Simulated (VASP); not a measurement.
Shape and ions are relaxed at each volume.

Energy against volume of CdS (wurtzite). These are vdW-DF-cx, VASP's PBE PAW potentials (set 64) (plane waves; VASP 6.6.1) values and carry that method's errors.

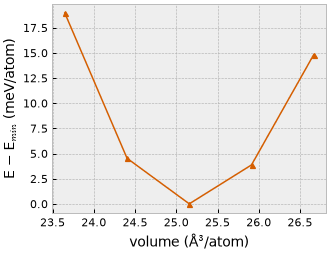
Energy against volume

Problem. Estimate the equilibrium volume and the bulk modulus.

Solution. The minimum lies near 25.2 Å³/atom, and the curvature gives B0 of about 59 GPa.

Measured: bulk modulus 60.7 GPa (computed value off by -2.7 %), as given by Cormac Toher et al., Physical Review Materials (2017), arXiv:1611.05714. The calculation is for a static lattice, while the measured bulk modulus holds thermal and zero-point effects, which are part of the difference.

The compound is CdS in the wurtzite structure. It was relaxed first.
